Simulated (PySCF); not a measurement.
CH₈NSi₂ (doublet)

```xyz
12

C    -1.3729   -1.0566    0.0800
Si   -0.5527    0.6279   -0.2253
N    -0.5841    1.5754    1.1125
Si    1.7697   -0.0346   -0.2029
H    -2.4507   -0.9576    0.0093
H    -1.0560   -1.8057   -0.6402
H    -1.1390   -1.4173    1.0749
H    -0.8001    0.9949   -1.6348
H    -0.4843    2.5777    1.0950
H     2.1328   -0.6633    1.0580
H     2.5797    1.1506   -0.4602
H     1.9589   -0.9921   -1.2923
```

Geometry: GFN2-xTB.

Computed with PySCF 2.14.0, density-fitted response routines, UKS B3LYP, pcH-1 on C H N Si, non-relativistic, mean-field spin-orbit, GIAO.

### What will maps of the electron density, electron localisation function and spin density show?

Si–N (1.64 Å): ρ at the midpoint is about 1.2 e/Å³; the ELF peaks at about 0.90 between the atoms, as expected for a short, strongly polar bond.
Si–Si (2.42 Å): ρ is about 0.55 e/Å³ halfway; the ELF peaks at about 1 between the atoms, as expected for a covalent bond.
Si–H (1.46 Å): ρ is about 0.8 e/Å³ halfway; the ELF climbs to about 1 towards the hydrogen, as it does in any bond to H.
The unpaired spin (1 electron) lies mostly on N3 (about 0.6) and Si4 (about 0.2), in electrons by Hirshfeld's partition.

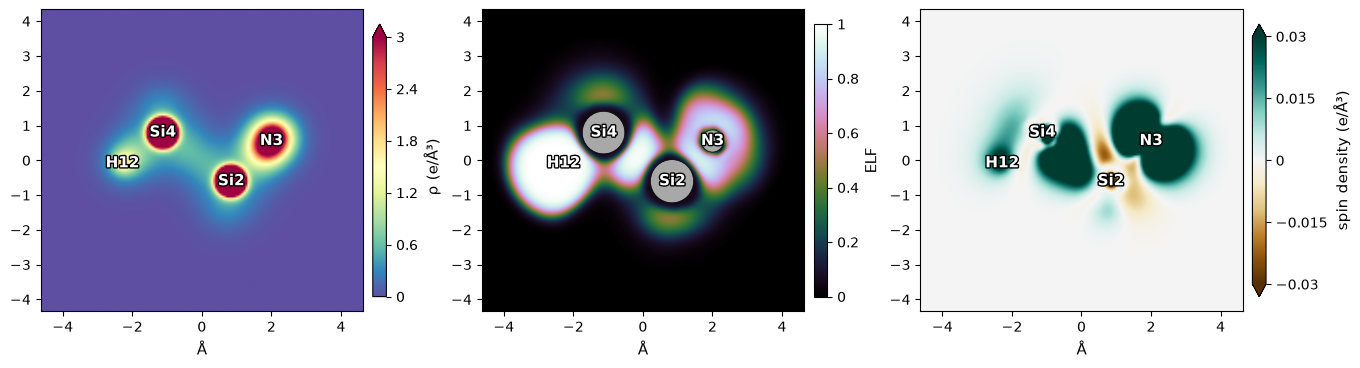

Computed electron density, electron localisation function and spin density on the plane of atoms N3, Si2 and Si4, in this order. Grey discs cover the atomic cores in the ELF map. 
